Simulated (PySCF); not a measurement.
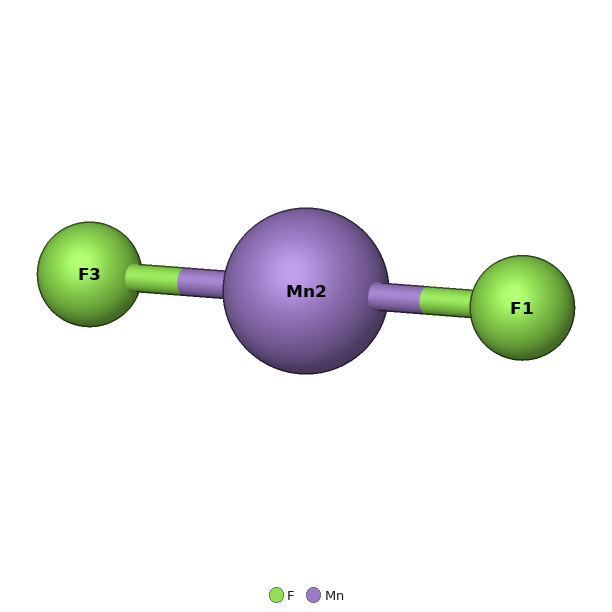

Charge 0, sextet. Computed geometry: PBE0-D3(BJ)/def2-SVP optimisation. No frequency run is at hand to confirm it as a minimum. Other spin states may lie lower. Properties computed with UHF, def2-TZVP-core on Mn, pcH-1 on F, non-relativistic (PySCF 2.14.0).

Give the isotropic hyperfine couplings (Fermi-contact term alone) of F1, Mn2, F3.

```tsv
atom	isotope	a_iso (MHz)
F1	19F	10.1
Mn2	55Mn	15.6
F3	19F	10.1
```

The run may have ended in an electronic state that isn't the lowest.
